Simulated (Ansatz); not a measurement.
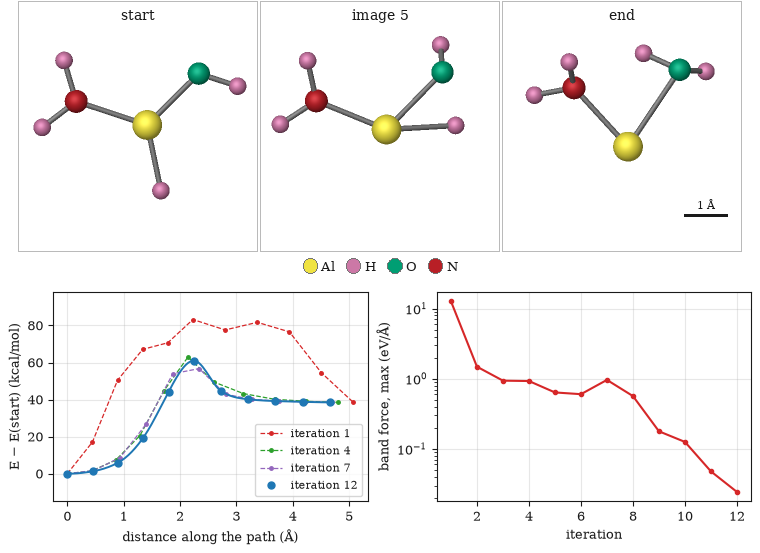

A search for the minimum-energy path of AlNH4O by the nudged elastic band. Images are numbered from 0 (start) to 10 (end). The plot follows the band through its iterations. A ball-and-stick model, seen face on.

Computed with Ansatz 0.2.0, RKS PBE/6-31G*. Settings: 9 movable images; climbing image; force threshold 0.03 eV/Å; iteration limit 60; starting path through a guess of the saddle point.

### Judge this run.

The result is final at these settings. The band converged in 12 iterations. The largest component of the band force went from 13 to 0.024 eV/Å. The climbing image converged on the top of the path. Its vibrational analysis gives one imaginary mode (1204i cm⁻¹), as a transition state must have. The first iteration put the highest image at 83.2 kcal/mol. The highest point, image 5, lies 61.0 kcal/mol above the start and 22.5 kcal/mol above the end; the end is at +38.5 kcal/mol relative to the start.

Cost: 2.8 min on 1 thread of Arm Neoverse V1 (shared host), peak memory 0.1 GiB.
